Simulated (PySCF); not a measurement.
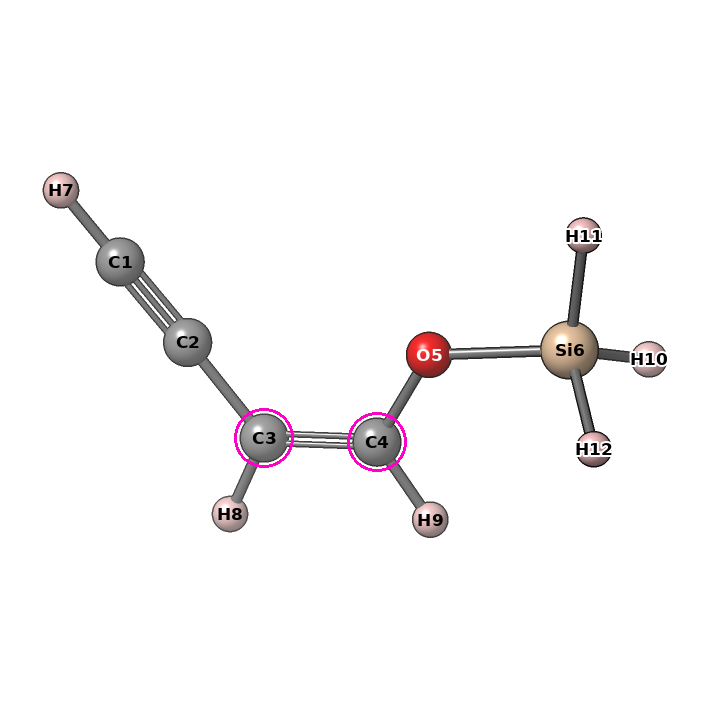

Atoms fade into the background with distance from the viewer. Circles mark the stereogenic atoms. The geometry was computed by an optimisation with PBE0-D3(BJ)/def2-SVP. No frequency run is at hand to confirm it as a minimum.

### Give the R/S and E/Z labels.

C3=C4: Z.
